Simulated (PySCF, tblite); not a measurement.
# C₅H₁₅NOSi₂: geometry, infrared bands and NMR shifts

Wanted: the infrared bands and NMR shifts of C₅H₁₅NOSi₂ (`CCO[Si@H](/C=C\[SiH3])NC`), by calculation.

Programs: tblite 0.8.0 and PySCF 2.14.0, with density-fitted response routines of our own. Each step states its level of theory. These are calculated values for one molecule in the gas phase, unless marked as measured. Atoms are numbered from 0 throughout.

### 1 Starting geometry

24 atoms, charge 0, multiplicity 1; geometry from: force field or distance geometry start.

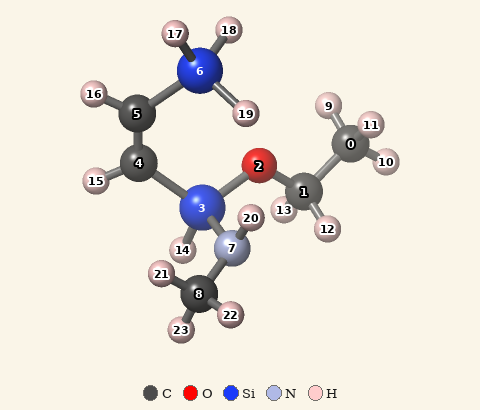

The starting geometry (carbon dark grey, oxygen red, silicon blue, nitrogen light blue, hydrogen pink), atoms numbered.

### 2 Relaxing the molecule with GFN2-xTB

Job settings and geometry (Å):

```
{"job": {"kind": "relax", "xc": "GFN2-xTB", "basis": "xTB"}, "charge": 0, "multiplicity": 1}
C      2.470600     2.511500    -0.003100
C      2.249500     1.028300    -0.214100
O      0.875600     0.790800    -0.410200
Si     0.345000    -0.750500    -0.675300
C     -1.343200    -0.825400    -1.371700
C     -2.459900    -0.135000    -1.071400
Si    -2.731000     1.169800     0.196300
N      0.312700    -1.461100     0.877700
C     -0.049800    -2.848200     1.150600
H      2.107200     3.073300    -0.871100
H      3.515900     2.740300     0.160700
H      1.881500     2.867400     0.859500
H      2.601100     0.489300     0.696100
H      2.838100     0.693000    -1.078400
H      1.302300    -1.494000    -1.503500
H     -1.402700    -1.552500    -2.168700
H     -3.358800    -0.335900    -1.629900
H     -4.190600     1.290300     0.445100
H     -2.213500     2.475900    -0.267300
H     -2.069200     0.782900     1.481900
H     -0.251200    -0.847300     1.471600
H     -1.101000    -3.047100     0.894600
H      0.079800    -3.043400     2.229800
H      0.579900    -3.552500     0.602400
```

Command:

```
OMP_NUM_THREADS=1 python probes_run.py task.json out
```

This one command runs all jobs of the session in turn.

**Question.** This job is followed by: GFN2-xTB harmonic vibrations, gas phase; GIAO PBE0/pcSseg-1 NMR shielding, non-relativistic, gas phase. Predict these results of the whole session: strongest single infrared mode (GFN2-xTB); zero-point energy (GFN2-xTB); 13C shifts against TMS (PBE0/pcSseg-1); 1H shifts against TMS (PBE0/pcSseg-1, means over atoms taken as alike); 17O shifts against H2O (PBE0/pcSseg-1); 29Si shifts against TMS (PBE0/pcSseg-1); 15N shifts against NH3 (PBE0/pcSseg-1).

**Answer**, as computed:

| quantity | value |
| --- | --- |
| strongest single infrared mode (GFN2-xTB) | 2154 cm⁻¹, 472 km/mol |
| zero-point energy (GFN2-xTB) | 117.5 kcal/mol |
| 13C shifts against TMS (PBE0/pcSseg-1) | 156.9, 149.5, 63.6, 28.8, 20.2 ppm |
| 1H shifts against TMS (PBE0/pcSseg-1, means over atoms taken as alike) | 7.21, 6.98, 5.07, 4.22, 4.17, 4.03, 2.80, 1.46, 0.20 ppm |
| 17O shifts against H2O (PBE0/pcSseg-1) | 48.6 ppm |
| 29Si shifts against TMS (PBE0/pcSseg-1) | -27.4, -85.0 ppm |
| 15N shifts against NH3 (PBE0/pcSseg-1) | 30.2 ppm |

**Reading.** Relaxing lowered the energy by 0.402 eV in 249 steps; the close pair that moved most is Si3–C4, from 1.828 to 1.878 Å. The lowest mode is imaginary (29i cm⁻¹), so the xTB geometry is not a minimum. The strongest single mode, at 2154 cm⁻¹, moves mainly H17. Unscaled tight-binding wavenumbers are off by several per cent, some by more. Its intensities can rank the bands wrongly.
